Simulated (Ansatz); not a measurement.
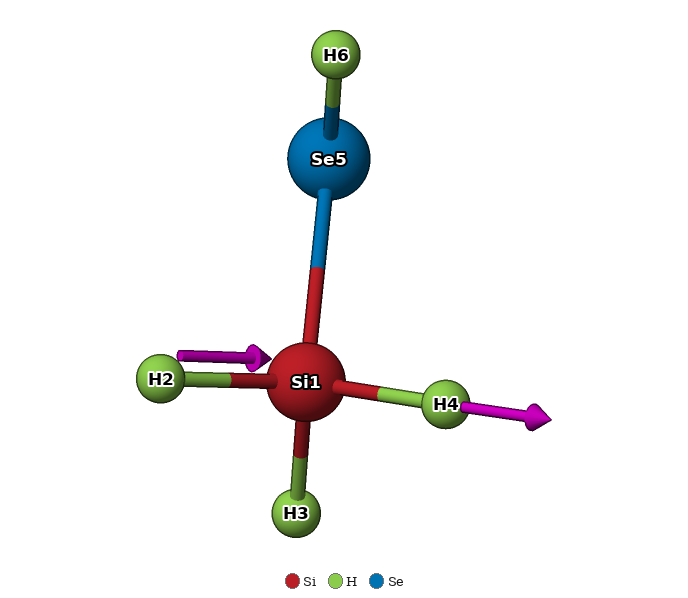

The arrows show one normal mode. Harmonic vibrations computed with RKS PBE0-D4/def2-TZVP (Ansatz 0.2.0) at a stationary point of the same level.

> What kind of motion is it?

Mostly out-of-phase stretching of 2 Si–H bonds.

> Estimate its harmonic wavenumber.

2238 cm⁻¹; it is mode 10 of 12 counted from the lowest.
